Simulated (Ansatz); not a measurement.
**CH3FInO: a changed input and its effect**

System: CH3FInO, multiplicity 2.
Method of the first run: UKS PBE-D4/def2-TZVPP (Ansatz 0.2.0).

The geometry comes from this level: PBE0-D4/def2-TZVP. Text and figures count atoms from 1; the logs count them from 0 in places.

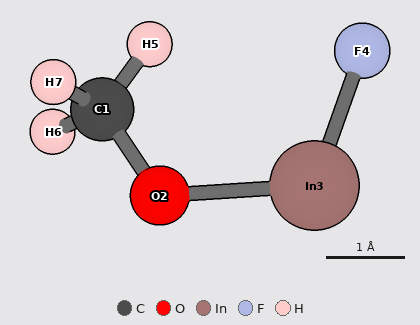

Figure 1. The input geometry (ball-and-stick view, seen at a tilt; atoms are numbered from 1 in the order of the input). Sticks mark near contacts. Bond lengths as drawn: C–H 1.10 Å, C–O 1.41 Å, F–In 1.97 Å and In–O 2.01 Å.

## Input, the first run
```yaml
crystal:
  periodic: [false, false, false]
  atoms:
    - {symbol: C, position_ang: [0.217515, 0.862652, 0.000141]}
    - {symbol: O, position_ang: [-0.179686, 0.100866, 1.119381]}
    - {symbol: In, position_ang: [-0.613897, -1.842286, 0.837027]}
    - {symbol: F, position_ang: [-0.411846, -2.383586, -1.050096]}
    - {symbol: H, position_ang: [0.236196, 0.296442, -0.939324]}
    - {symbol: H, position_ang: [-0.472917, 1.703557, -0.133596]}
    - {symbol: H, position_ang: [1.224635, 1.262345, 0.166456]}
basis:
  gaussian: {orbitals: def2-TZVPP}
magnetization: {spin_polarized: true, initial_magnetization: 1}
hamiltonian: {xc: pbe, dispersion: d4}
output: {forces: true, orbitals: {seedname: orbitals}}
```

Hardware: 4 CPU threads, shared host.

## Output (the first run)
```
Functional definition: PBE
  parameter kappa = 0.804
  parameter beta = 0.06672455060314922
  exchange = pbe_x(kappa = kappa, mu = beta*pi^2/3)
  correlation = pbe_c(beta = beta)
1052 factors; their error is unknown
mean field evaluation 1: about -11006.5594 eV, gradient 5.9e1 eV
mean field evaluation 2: about -10821.3576 eV, gradient 1.8e2 eV
mean field evaluation 4: about -11016.4739 eV, gradient 3.5e1 eV
mean field evaluation 8: about -11020.4924 eV, gradient 3.4e-1 eV
mean field evaluation 16: about -11020.4826 eV, gradient 3.5e-4 eV
mean field -11020.48257014 eV, -404.9952645011 hartree, gradient 3.1e-5 eV, S^2 0.752465; 2 other end points of the search recorded, 0 dependent functions left out
the calculation of the forces begins
reference -11020.48262450 eV, -404.9952664989 hartree; 24, 23 occupied and 161, 162 virtual orbitals, 1052 factors
Total energy: -11020.60286526 eV, -404.9996852655 hartree
Atom 0 at     0.217515     0.862652     0.000141 Å, force     0.055369     0.104284    -0.135627 eV/Å
Atom 1 at    -0.179686     0.100866     1.119381 Å, force     0.015986     0.419295     0.471908 eV/Å
Atom 2 at    -0.613897    -1.842286     0.837027 Å, force    -0.215064    -0.517941     0.482571 eV/Å
Atom 3 at    -0.411846    -2.383586    -1.050096 Å, force     0.062802    -0.159123    -0.574336 eV/Å
Atom 4 at     0.236196     0.296442    -0.939324 Å, force     0.010750    -0.099194    -0.212591 eV/Å
Atom 5 at    -0.472917     1.703557    -0.133596 Å, force    -0.164563     0.177794    -0.050787 eV/Å
Atom 6 at     1.224635     1.262345     0.166456 Å, force     0.234721     0.074886     0.018862 eV/Å
Dipole moment:    -0.055631     0.015986     0.338496 e Å
```

For the second run the input was changed thus:
```diff
-hamiltonian: {xc: pbe, dispersion: d4}
+hamiltonian: {xc: {name: wB97M-V}}
```

Predict how the results change.

The total energies belong to different models, so their difference says nothing on which is more stable or more accurate. The largest force goes from 0.740 to 0.431 eV/Å. The HOMO goes from −5.96 to −9.29 eV. The LUMO goes from −5.08 to −2.56 eV. The dipole moment goes from 1.65 to 1.98 D.

## Output (the second run)
```
Functional definition: wB97M-V
  parameter omega = 0.3/bohr
  parameter cx = 0.15
  parameter cx01 = 1.007
  parameter cx10 = 0.259
  parameter css00 = 0.443
  parameter css04 = -1.437
  parameter css10 = -4.535
  parameter css20 = -3.390
  parameter css43 = 4.278
  parameter cos00 = 1.000
  parameter cos10 = 1.358
  parameter cos20 = 2.924
  parameter cos21 = -8.812
  parameter cos60 = -1.390
  parameter cos61 = 9.142
  parameter b = 6.0
  parameter c = 0.01
  gx(w, u) = 1 - cx + cx01*u + cx10*w
  gss(w, u) = css00 + css04*u^4 + css10*w + css20*w^2 + css43*w^4*u^3
  gos(w, u) = cos00 + cos10*w + (cos20 + cos21*u)*w^2 + (cos60 + cos61*u)*w^6
  exchange = spin_sum(e_x_unif_sr(omega)*gx(b97_w, b97_u_x)) + cx*exact_x_sr(omega) + exact_x_lr(omega)
  correlation = spin_sum(e_c_pw_mod_same_spin*gss(b97_w, b97_u_same))
      + integral(e_c_pw_mod_opposite_spin*gos(b97_w_opposite, b97_u_opposite)) + vv10(b, c)
1088 factors; their error is unknown
243 factors; integrals over basis functions are off by at most 2.1e-5 eV
mean field evaluation 1: about -11015.6503 eV, gradient 4.4e1 eV
mean field evaluation 2: about -11007.6533 eV, gradient 6.8e1 eV
mean field evaluation 4: about -11023.0081 eV, gradient 4.1e0 eV
mean field evaluation 8: about -11023.0843 eV, gradient 1.6e-1 eV
mean field evaluation 16: about -11023.1135 eV, gradient 1.7e-3 eV
mean field -11023.11354325 eV, -405.0919509797 hartree, gradient 7.4e-5 eV, S^2 0.755663; 0 other end points of the search recorded, 0 dependent functions left out
the calculation of the forces begins
reference -11023.11360427 eV, -405.0919532223 hartree; 24, 23 occupied and 161, 162 virtual orbitals, 1088 factors
Total energy: -11023.11360427 eV, -405.0919532223 hartree
Atom 0 at     0.217515     0.862652     0.000141 Å, force     0.108228     0.219389    -0.299475 eV/Å
Atom 1 at    -0.179686     0.100866     1.119381 Å, force    -0.126557    -0.357372     0.204054 eV/Å
Atom 2 at    -0.613897    -1.842286     0.837027 Å, force     0.046741     0.163883    -0.033212 eV/Å
Atom 3 at    -0.411846    -2.383586    -1.050096 Å, force    -0.005649     0.023361     0.064621 eV/Å
Atom 4 at     0.236196     0.296442    -0.939324 Å, force    -0.002795     0.039013     0.075653 eV/Å
Atom 5 at    -0.472917     1.703557    -0.133596 Å, force     0.081693    -0.067829     0.010243 eV/Å
Atom 6 at     1.224635     1.262345     0.166456 Å, force    -0.101660    -0.020445    -0.021884 eV/Å
Dipole moment:    -0.094003    -0.103047     0.388070 e Å
```

## The two runs side by side

| quantity | the first run | the second run |
| --- | --- | --- |
| outcome | converged | converged |
| total energy (hartree) | −404.999685 | −405.091953 |
| HOMO (eV) | −5.96 | −9.29 |
| LUMO (eV) | −5.08 | −2.56 |
| dipole moment (D) | 1.65 | 1.98 |
| ⟨S²⟩ | 0.752 | 0.756 |
| largest force (eV/Å) | 0.740 | 0.431 |
| basis functions | 185 | 185 |
| wall time (shared host) | 4.9 s | 20 s |
